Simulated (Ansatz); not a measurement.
## Electronic structure of C$_{4}$H$_{2}$F$_{2}$S in real space

```xyz
9

C    -0.4358   -1.0829   -0.3836
C    -0.9484   -0.5390   -1.5259
C     1.4259    0.0886   -1.1387
C     0.9260   -0.7229   -0.1615
F    -1.0978   -1.8636    0.4525
F     1.5992   -1.1507    0.8923
S     0.2328    0.4142   -2.3321
H    -1.9552   -0.6572   -1.9207
H     2.4300    0.5020   -1.2055
```

Geometry: PBE0-D3(BJ)/def2-SVP.

These are results of Ansatz 0.2.0, isolated molecule in a Gaussian basis; Kohn-Sham density functional theory, functional PBE0, not measurements.

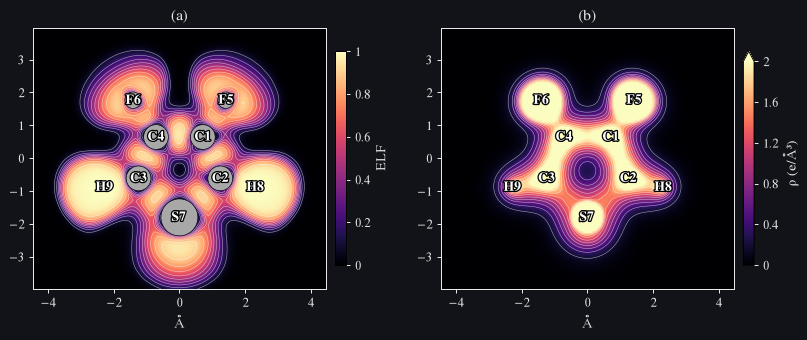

Figure 1. (a) electron localisation function; (b) electron density on the molecular plane. Grey discs cover the atomic cores in the ELF map.

> Describe what can be read from this map.

Atoms in the plane: C, F, S and H. C–F (1.32 Å): ρ at the midpoint is about 2.4 e/Å³; the ELF peaks at about 0.85 between the atoms (a shared but strongly polarised pair). C–C (1.37 Å): the density is about 2.2 e/Å³ at the midpoint; the ELF peaks at about 0.95 between the atoms; localised, covalent bonding. C–S (1.72 Å): ρ is about 1.5 e/Å³ halfway; the ELF peaks at about 0.90 between the atoms (a covalent bond). C–H (1.09 Å): ρ at the midpoint is about 2 e/Å³; the ELF climbs to about 1 towards the hydrogen, as it does in any bond to H (a covalent bond by its length). C–C (1.43 Å): the density is about 2 e/Å³ at the midpoint; the ELF peaks at about 0.95 between the atoms (a covalent bond). The ELF also peaks beside S7, F6 and F5, away from the bonds: lone-pair regions.

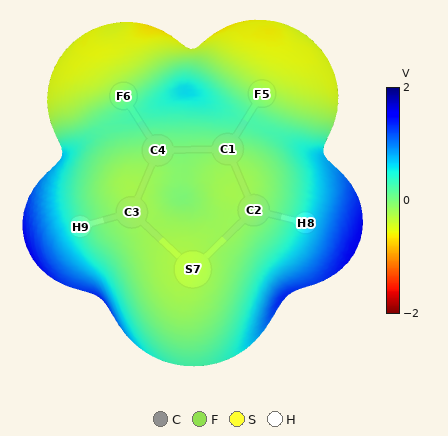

Figure 2. The electrostatic potential painted on the density surface at 0.002 e/bohr³, seen at a tilt; the colour scale runs from red (negative) to blue (positive).

> Describe the electrostatic potential map.

The most negative region (about −0.7 V) lies over F5 and F6, the most positive (about +1.5 V) over H8 and H9.

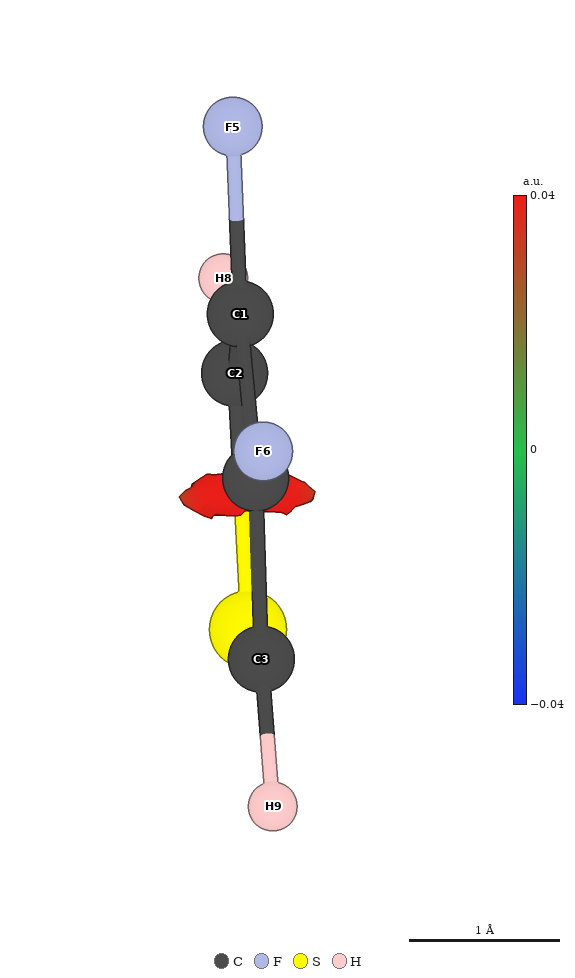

Figure 3. Non-covalent interaction (NCI) plot: the surface where the reduced density gradient is 0.4, for densities under 0.05 a.u., coloured by sign(λ₂)ρ; seen at an oblique angle.

> Identify the weak interactions.

Inside the ring or cage of C1, C2, C3, C4 and S7: steric crowding (red).

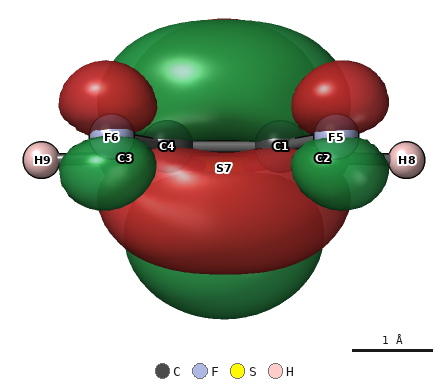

Figure 4. The HOMO−1 at ±0.08 Å⁻³ᐟ² (green and red are the two phases), seen from one side.

> What is the character of this orbital?

Its weight (Hirshfeld) is mainly on S7 (about 45 %), C1 (about 15 %), C4 (about 15 %), F5 (about 5 %) and F6 (about 5 %); it changes sign across the molecular plane (π type); π-bonding across C1–C4. Its energy is −7.41 eV.
